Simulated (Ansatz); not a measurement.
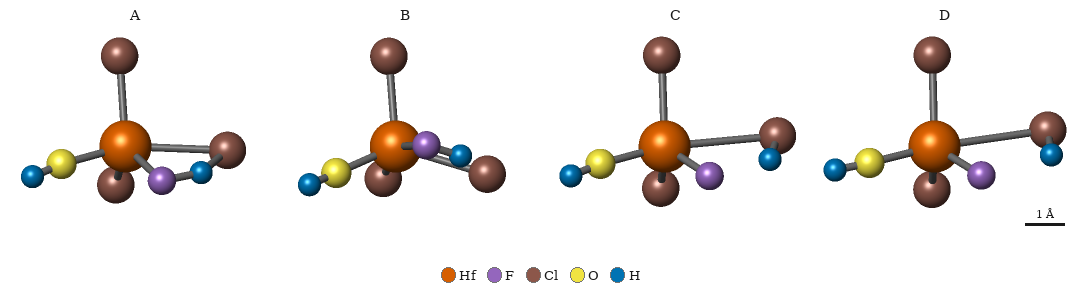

4 geometries from a converged minimum-energy path of HfH2OCl3F, shuffled. Style: ball-and-stick. Shown at a tilt.

Theory: Ansatz 0.2.0, RKS PBE-D4/def2-SVP. Set-up: 5 movable images; climbing image; force threshold 0.05 eV/Å; iteration limit 60; starting path through a guess of the saddle point.

**Which frame is the transition state?**

A. In order along the path, whose images run from 0 to 6: D (image 0, 0.00 kcal/mol), C (image 1, +0.49 kcal/mol), A (image 3, +4.42 kcal/mol), B (image 5, +2.10 kcal/mol). A hydrogen atom shifts from one atom to another. Breaking: Cl–H (1.31 → 2.03 Å). Forming: F–H (2.11 → 0.97 Å).

The run took 2.6 min on 4 threads of Arm Neoverse V2, on a shared host, peak memory 0.19 GiB.
